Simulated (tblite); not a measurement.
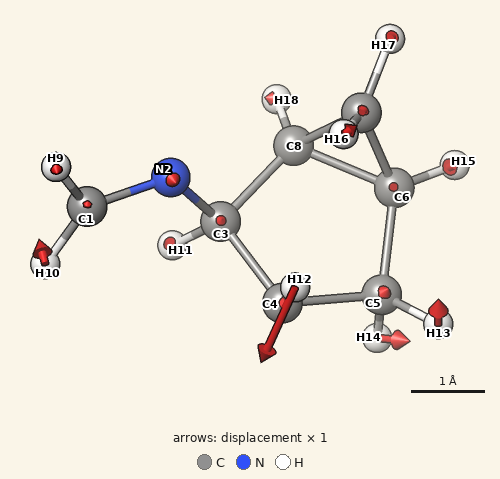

This is a relaxation of C$_{7}$H$_{10}$N (multiplicity 2). The starting structure is drawn; red arrows show the displacements, at their true length. The two geometries are superimposed by the best rigid fit.

A ball-and-stick model, seen at a tilt.

These are results of tblite 0.8.0, GFN2-xTB geometry optimisation, gas phase, not measurements. 

**Which element moves most?**

Hydrogen: up to 1.30 Å, against 0.24 Å for nitrogen.

**Describe the change and its energy.**

After 82 geometry steps the energy has fallen by 74.7 kJ/mol. An H atom moves most after the best rigid fit: 1.30 Å. Largest moves by element: H 1.30 Å, N 0.24 Å, C 0.22 Å. Near-neighbour distances that change, for instance: C–C 1.528 → 1.480 Å, C–H 1.061 → 1.097 Å, C–H 1.106 → 1.074 Å, C–H 1.080 → 1.111 Å. Among the angles between lasting bonds that change: C–C–H 106.1° → 123.7°, C–C–H 108.4° → 122.3°, C–C–C 105.8° → 113.7°. Cost: 0.41 s on 1 thread of Arm Neoverse V2 (shared host).
